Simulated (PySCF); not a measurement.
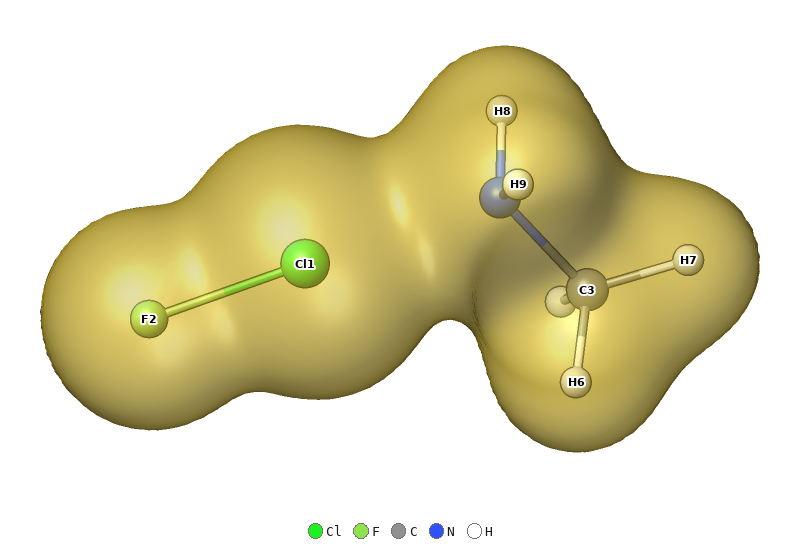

ClF···CH5N. Isosurface of the total electron density at 0.1 e/Å³ (yellow), seen at a tilt.

Geometry: PBE0-D3(BJ)/def2-TZVPD.

Computed with PySCF, wB97M-D3(BJ)/def2-TZVPD, SCF density, gas phase.

Input

```
{"job": {"kind": "inter", "xc": "wB97M-D3(BJ)", "basis": "def2-TZVPD", "pairs": false}, "charge": 0, "multiplicity": 1, "parts": [{"atoms": "0-1", "charge": 0, "multiplicity": 1}, {"atoms": "2-8", "charge": 0, "multiplicity": 1}]}
Cl    -0.211496     0.736928     1.090662
F     -0.727633    -0.403196    -0.096050
C      1.806914     1.810222     3.013972
N      0.460165     2.136112     2.570156
H      2.476590     1.841576     2.155023
H      1.811111     0.793063     3.404882
H      2.177210     2.493638     3.784058
H      0.404197     3.048206     2.134720
H     -0.218091     2.093162     3.320227
```

Launched as:

```sh
OMP_NUM_THREADS=1 python cluster_run.py task.json out
```

### Which contacts does the surface bridge?

At this value the surface is in one piece. It bridges the sampled N···Cl (2.14 Å), C–N (1.45 Å), Cl–F (1.72 Å) and N–H (1.01 Å) contacts, where the density stays above the isovalue. On the grid the lowest density along these lines, outside the cores, is 0.54 e/Å³ (N···Cl, 2.14 Å), 1.8 e/Å³ (C–N, 1.45 Å), 1.2 e/Å³ (Cl–F, 1.72 Å) and 2.3 e/Å³ (N–H, 1.01 Å).
